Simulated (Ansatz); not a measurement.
C3H7GeN

The calculation's input:

```
crystal:
  periodic: [false, false, false]
  atoms:
    - { symbol: C, position_ang: [-1.3639, 0.1563, 0.6604] }
    - { symbol: "N", position_ang: [-0.4963, -0.0456, 1.505] }
    - { symbol: C, position_ang: [0.8012, -0.3679, 1.003] }
    - { symbol: C, position_ang: [1.0497, 0.0633, -0.4596] }
    - { symbol: Ge, position_ang: [-0.8212, 0.1829, -1.1622] }
    - { symbol: H, position_ang: [-2.4299, 0.4422, 0.947] }
    - { symbol: H, position_ang: [1.6268, 0.1363, 1.6476] }
    - { symbol: H, position_ang: [1.0189, -1.451, 1.0905] }
    - { symbol: H, position_ang: [1.4642, 1.0667, -0.48] }
    - { symbol: H, position_ang: [1.5653, -0.6898, -1.0112] }
    - { symbol: H, position_ang: [-1.79069, -0.81327, 0.40373] }
    - { symbol: H, position_ang: [-1.0555, 1.5481, -1.846] }
basis:
  gaussian: { orbitals: def2-SVP }
hamiltonian:
  xc: pbe
relax:
  f_tol: 0.02
  max_steps: 50
output:
  orbitals: {}
```

Launched as:

```sh
ansatz run input.yaml --threads 2 --pin off --max-ram 3072MiB --backend cpu --events-out ev --progress --plain --runs-dir out
```

The fields are those of the relaxed geometry.

Method: RKS PBE/def2-SVP in Ansatz 0.2.0.

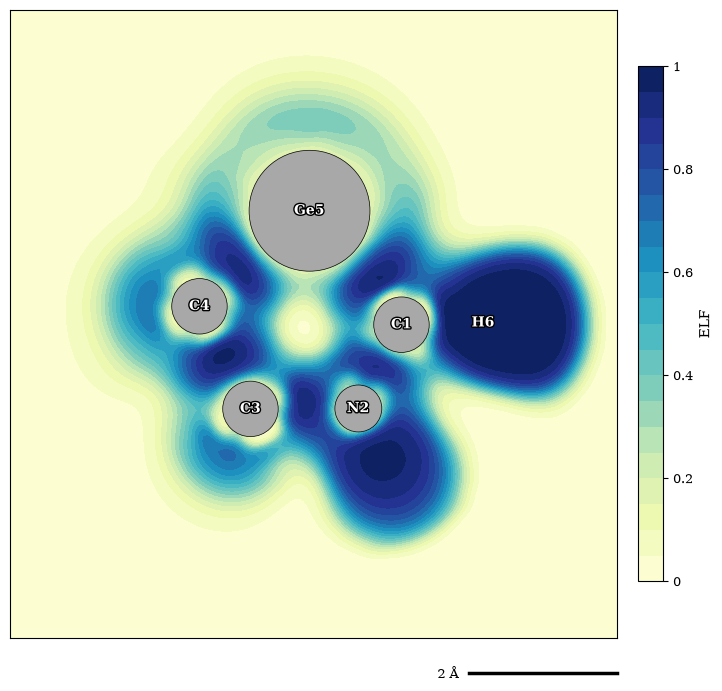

Figure 1. ELF on the plane of atoms C1, N2 and C3. Grey discs cover the atomic cores.

### Read the bonding off the picture.

Atoms in the plane: C, N, Ge and H.
C–N (1.28 Å): the ELF peaks at about 0.90 between the atoms; a covalent bond.
C–C (1.56 Å): the ELF peaks at about 0.95 between the atoms, as expected for a shared electron pair.
C–Ge (1.98 Å): the ELF peaks at about 0.90 in the valence shell of C, 0.7 Å from its nucleus, and is about 0.70 at the midpoint.
C–H (1.11 Å): the ELF climbs to about 1 towards the hydrogen, as it does in any bond to H: an ordinary covalent bond to hydrogen.
C–N (1.47 Å): the ELF peaks at about 0.95 between the atoms; a covalent bond.
The ELF also peaks beside N2, away from the bonds: lone-pair regions.

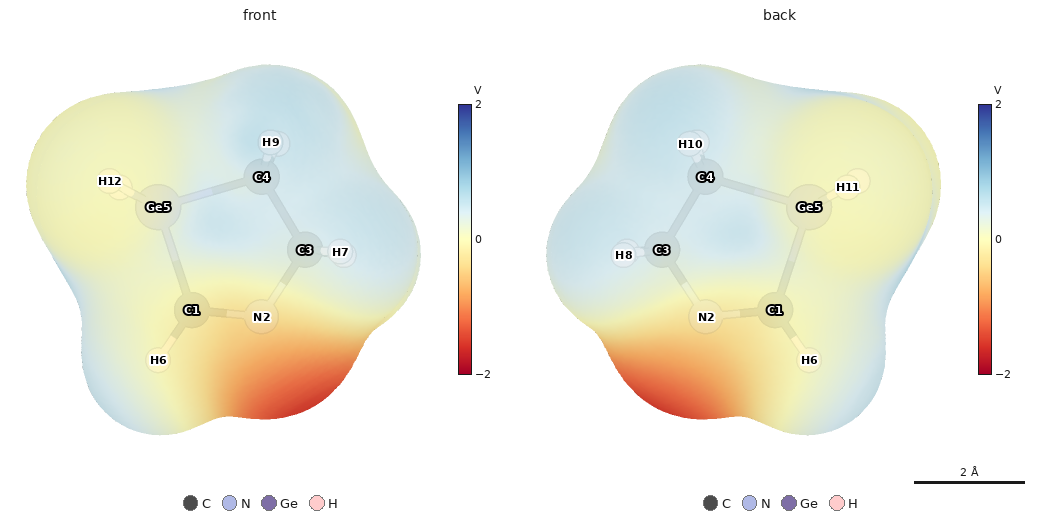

Figure 2. The electrostatic potential painted on the density surface at 0.001 e/bohr³, seen from the front and from behind; red is negative and blue positive.

### Where is the surface potential most negative and most positive?

The most negative region (about −1.5 V, or −35 kcal/mol for a unit charge) lies over N2, the most positive (about +0.6 V, or +14 kcal/mol for a unit charge) over Ge5, H9 and H10. N2 is the likeliest acceptor of a hydrogen bond.

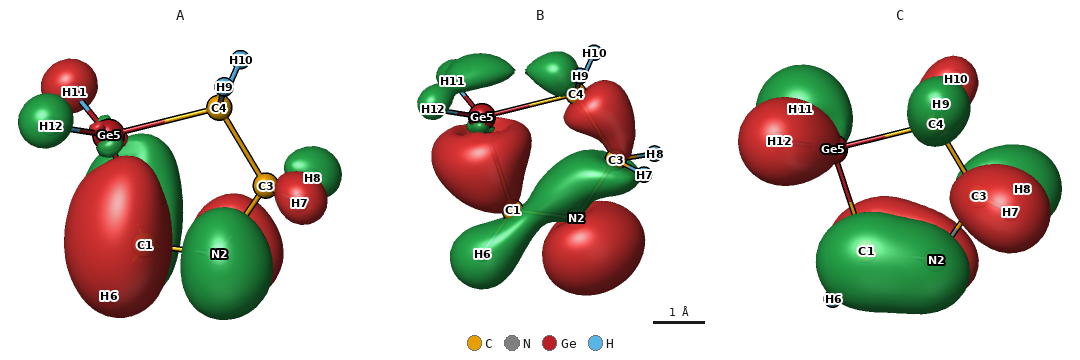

Figure 3. Three frontier orbitals at ±0.1 Å⁻³ᐟ² (green and red are the two phases), in no order.

### Which picture is the HOMO−1, the HOMO and the LUMO?

C is the HOMO−1 (−7.03 eV). It lies mainly on N2 (about 25 %), C1 (about 20 %), C3 (about 10 %), Ge5 (about 10 %), H11 (about 10 %) and H12 (about 5 %). B is the HOMO (−5.41 eV). By Hirshfeld shares it lies mainly on N2 (about 55 %), Ge5 (about 15 %), C1 (about 15 %) and C3 (about 5 %). A is the LUMO (−1.50 eV). By Hirshfeld shares it lies mainly on N2 (about 35 %), C1 (about 35 %) and Ge5 (about 10 %); π-antibonding (π*) across N2–C1.

### What is the HOMO–LUMO gap?

3.91 eV between the orbital energies.
